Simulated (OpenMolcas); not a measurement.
# Run report: Ni²⁺ complex, multiconfigurational calculation

Ni²⁺ with 6 ligands (S; octahedron, 2.54 Å), neutralised by 6 outer point charges of +1.7 e, whose field is part of the energies. Computed at this level: state-averaged SS-CASPT2, IPEA shift 0, imaginary shift 0.1 hartree, closed shells 3s 3p of the metal and the valence shells of the ligands correlated, active space 8 electrons in the shell 3d, basis ANO-RCC-VDZP on the metal and ANO-RCC-VDZP on the ligands, DKH2 scalar Hamiltonian, spin-orbit coupling by RASSI with atomic mean-field integrals (OpenMolcas).

**Key numbers**

```tsv
quantity	value
outcome	converged; degenerate states are split by up to 266 cm⁻¹
energy of the lowest spin-free term	−3916.35309 hartree
energy of the lowest spin-orbit level	−3916.35434 hartree
CASPT2 correlation energy	−1.4408 hartree
largest spread among components of a term	266.3 cm⁻¹
lowest reference weight	0.584
hardware	1 thread of Arm Neoverse V1, 24 GiB of memory available, shared host
wall time	84 s
peak memory	0.18 GiB
```

**Notes**

The components of ³T2, which symmetry makes degenerate, are split by 266 cm⁻¹ in CASPT2, and those of 2 more by over 50 cm⁻¹. This is an artefact; the levels of such states rest on averages and are uncertain by about as much. Limits: covalent bonds, ligand orbitals missing from the active space; bare point charges leave oxide and sulfide ligands too diffuse, field too small; with a single d shell and no ligand orbitals active, the ligand field and the g values of a late 3d ion can be well off; distances are set from ionic radii, not optimised.

**The input**
```
&GATEWAY
Coord
7

Ni 0.0 0.0 0.0
S 2.540000 0.000000 0.000000
S 0.000000 2.540000 0.000000
S -2.540000 0.000000 0.000000
S 0.000000 -2.540000 0.000000
S 0.000000 0.000000 2.540000
S 0.000000 0.000000 -2.540000
Basis=Ni.ANO-RCC-VDZP,S.ANO-RCC-VDZP
Group=XYZ
NoMove
AngMom=0.0 0.0 0.0
AMFI
RICD
XField
3 Angstrom 0
5.740000 0.000000 0.000000 1.666667
0.000000 5.740000 0.000000 1.666667
0.000000 0.000000 5.740000 1.666667
&SEWARD
&RASSCF
FileOrb=start.orb
Symmetry=1
Spin=3
nActEl=8 0 0
Inactive=30 33
Ras2=5 0
CIRoot=10 10 1
SDav=10
CIMx=300
Iter=150 100
PrWF=0.3
OrbListing=Nothing
MaxOrb=0
LevShft=1.0
>>> COPY $Project.JobIph JOB001
&RASSCF
FileOrb=start.orb
Symmetry=1
Spin=1
nActEl=8 0 0
Inactive=30 33
Ras2=5 0
CIRoot=15 15 1
SDav=15
CIMx=300
Iter=150 100
PrWF=0.3
OrbListing=Nothing
MaxOrb=0
LevShft=1.0
>>> COPY $Project.JobIph JOB002
&RASSI
NrOfJobIphs=2 10 15
1 2 3 4 5 6 7 8 9 10
1 2 3 4 5 6 7 8 9 10 11 12 13 14 15
IphNames
JOB001
JOB002
EJob
SpinOrbit
DIPRint=1.0
SOCoupling=1000.0
Subsets=2
Property=9
'ANGMOM' 1 'ANGMOM' 2 'ANGMOM' 3 'MLTPL  1' 1 'MLTPL  1' 2 'MLTPL  1' 3
'AMFI' 1 'AMFI' 2 'AMFI' 3
SOProperty=3
'ANGMOM' 1 'ANGMOM' 2 'ANGMOM' 3
>>> COPY JOB001 $Project.JobIph
&CASPT2
Multistate=10 1 2 3 4 5 6 7 8 9 10
NoMult
Frozen=17 18
IPEA=0.0
Imaginary=0.1
MaxIter=60
WThr=0.0 0.3 0.05
PrWF=0.5
NoMix
>>> COPY JOB002 $Project.JobIph
&CASPT2
Multistate=15 1 2 3 4 5 6 7 8 9 10 11 12 13 14 15
NoMult
Frozen=17 18
IPEA=0.0
Imaginary=0.1
MaxIter=60
WThr=0.0 0.3 0.05
PrWF=0.5
NoMix
```

The file start.orb holds starting orbitals from an earlier step. A driver script formed the levels outside the program, from RASSI's spin-orbit matrix and the CASPT2 energies (for multi-state variants, the effective Hamiltonian), averaged over the components of each term or state. The log and the time are those of the CASPT2 step.

Launched with:
```bash
OMP_NUM_THREADS=1 MOLCAS_MEM=2457 MOLCAS_PROJECT=a pymolcas a.inp > a.log  # once for each step of the input, in one work folder
```

**The program's output (extracts)**
```
--- CASPT2 ---
Orbital specifications:
      -----------------------

      Symmetry species                           1   2
                                                ag  au
      Frozen orbitals                           17  18
      Inactive orbitals                         13  15
      Active orbitals                            5   0
      Secondary orbitals                        34  40
      Deleted orbitals                           0   0
      Number of basis functions                 69  73
Type of calculation                        SS-CASPT2
      Fock operator                              state-specific
      IPEA shift                                 0.00
      Real shift                                 0.00
      Imaginary shift                            0.10
      The input orbitals will be transformed to quasi-canonical
Reference energy:       -3914.9122649290
      E2 (Non-variational):      -1.4376145330
      Shift correction:          -0.0032145319
      E2 (Variational):          -1.4408290650
      Total energy:           -3916.3530939939
      Residual norm:              0.0000004795
      Reference weight:           0.63065
      Contributions to the CASPT2 correlation energy
      Active & Virtual Only:         -0.2353623979
      One Inactive Excited:          -0.2335887421
      Two Inactive Excited:          -0.9686633930
Reference energy:       -3914.9032201021
      E2 (Non-variational):      -1.4326050807
      Shift correction:          -0.0031898113
      E2 (Variational):          -1.4357948920
      Total energy:           -3916.3390149941
      Residual norm:              0.0000002702
      Reference weight:           0.63216
      Contributions to the CASPT2 correlation energy
      Active & Virtual Only:         -0.2348165824
      One Inactive Excited:          -0.2319521448
      Two Inactive Excited:          -0.9658363535
::    CASPT2 Root  1     Total energy:  -3916.35309399
::    CASPT2 Root  2     Total energy:  -3916.33901499
::    CASPT2 Root  3     Total energy:  -3916.33901517
::    CASPT2 Root  4     Total energy:  -3916.33780188
::    CASPT2 Root  5     Total energy:  -3916.33262537
::    CASPT2 Root  6     Total energy:  -3916.33252317
::    CASPT2 Root  7     Total energy:  -3916.33253372
::    CASPT2 Root  8     Total energy:  -3916.26554104
::    CASPT2 Root  9     Total energy:  -3916.26554117
::    CASPT2 Root 10     Total energy:  -3916.26555734
--- CASPT2 ---
Orbital specifications:
      -----------------------

      Symmetry species                           1   2
                                                ag  au
      Frozen orbitals                           17  18
      Inactive orbitals                         13  15
      Active orbitals                            5   0
      Secondary orbitals                        34  40
      Deleted orbitals                           0   0
      Number of basis functions                 69  73
Type of calculation                        SS-CASPT2
      Fock operator                              state-specific
      IPEA shift                                 0.00
      Real shift                                 0.00
      Imaginary shift                            0.10
      The input orbitals will be transformed to quasi-canonical
Reference energy:       -3914.8359296580
      E2 (Non-variational):      -1.4628193779
      Shift correction:          -0.0031003488
      E2 (Variational):          -1.4659197268
      Total energy:           -3916.3018493848
      Residual norm:              0.0000005625
      Reference weight:           0.62383
      Contributions to the CASPT2 correlation energy
      Active & Virtual Only:         -0.2410529102
      One Inactive Excited:          -0.2450229923
      Two Inactive Excited:          -0.9767434754
Reference energy:       -3914.8359296580
      E2 (Non-variational):      -1.4628147816
      Shift correction:          -0.0031005350
      E2 (Variational):          -1.4659153166
      Total energy:           -3916.3018449746
      Residual norm:              0.0000005777
      Reference weight:           0.62383
      Contributions to the CASPT2 correlation energy
      Active & Virtual Only:         -0.2410479607
      One Inactive Excited:          -0.2450221949
      Two Inactive Excited:          -0.9767446261
::    CASPT2 Root  1     Total energy:  -3916.30184938
::    CASPT2 Root  2     Total energy:  -3916.30184497
::    CASPT2 Root  3     Total energy:  -3916.28850917
::    CASPT2 Root  4     Total energy:  -3916.28850919
::    CASPT2 Root  5     Total energy:  -3916.28746598
::    CASPT2 Root  6     Total energy:  -3916.25545153
::    CASPT2 Root  7     Total energy:  -3916.24514292
::    CASPT2 Root  8     Total energy:  -3916.24516410
::    CASPT2 Root  9     Total energy:  -3916.24516751
::    CASPT2 Root 10     Total energy:  -3916.24055175
::    CASPT2 Root 11     Total energy:  -3916.24126896
::    CASPT2 Root 12     Total energy:  -3916.23826751
::    CASPT2 Root 13     Total energy:  -3916.23826725
::    CASPT2 Root 14     Total energy:  -3916.23832700
::    CASPT2 Root 15     Total energy:  -3916.09859324
```

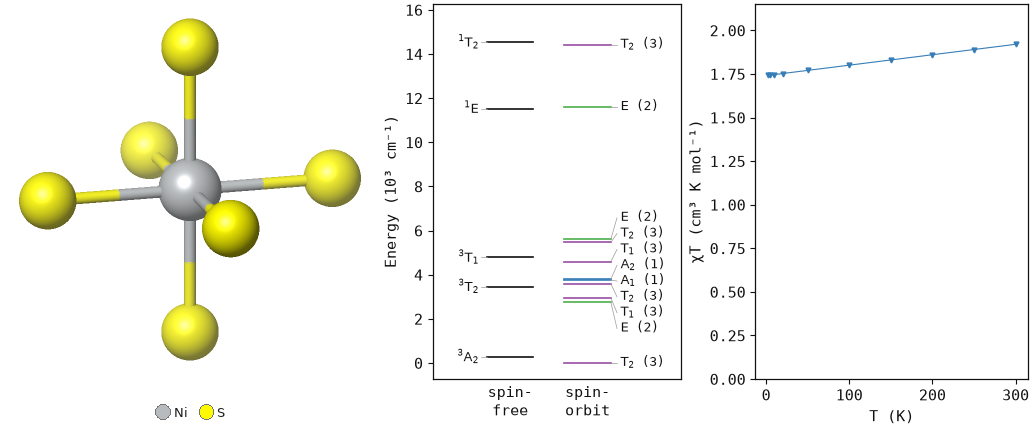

*Ni²⁺ (3d⁸) with 6 ligands, S²⁻, at 2.54 Å (arrangement: octahedron, Oh), neutralised by outer point charges of +1.7 e, and its levels and susceptibility. Labels give the representation in O, Td, D4 or D3 as the site allows (double group for half-integer spin) where it could be assigned and, in brackets, the degeneracy; spin-free states, where drawn, share the zero of the spin-orbit levels. Powder susceptibility by Van Vleck's formula.*

The ground level is T₂, 3-fold degenerate, 100 % from states of spin multiplicity 3. The next level lies at 2,750 cm⁻¹ (E). The lowest spin-free state is ³A₂, from the free-ion F term; of the same spin there follow at 3,180 cm⁻¹ (³T₂) and 4,510 cm⁻¹ (³T₁) above it. χT is 1.74 cm³ K mol⁻¹ at 2 K and 1.92 at 300 K, an effective moment of 3.92 μB.
